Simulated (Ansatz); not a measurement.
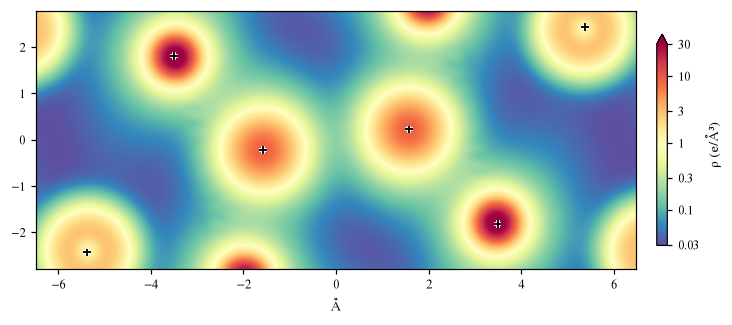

The valence charge density (pseudo) on a plane through atoms (crosses mark nuclei in the plane).

Theory: DFT PBE, scalar-relativistic, plane waves, PAW (Ansatz).

Candidates:
A. ScPt5Cl, a = 3.91 Å, b = 3.91 Å, c = 8.59 Å, α = 90.00°, β = 90.00°, γ = 90.00°. Space group P4/mmm; a structure generated by program, which may or may not match a known phase.
B. TlBiO4, a = 3.87 Å, b = 3.87 Å, c = 18.41 Å, α = 90.00°, β = 90.00°, γ = 120.00°. Space group R-3m; a structure generated by program, which may or may not match a known phase.
C. SrTl2Zn2, a = 12.27 Å, b = 4.42 Å, c = 5.09 Å, α = 89.97°, β = 107.20°, γ = 90.03°. Space group C2/m; a structure generated by program, which may or may not match a known phase; changed on purpose from its base cell (the structure that the rattled cell fell into).

Which candidate gave the map?

Candidate C: SrTl2Zn2 on the (010) plane of the conventional cell, which holds Sr, Zn and Tl. Tl–Zn (2.80 Å): the density is about 0.27 e/Å³ at the midpoint. Tl–Tl (3.20 Å): ρ at the midpoint is about 0.18 e/Å³.
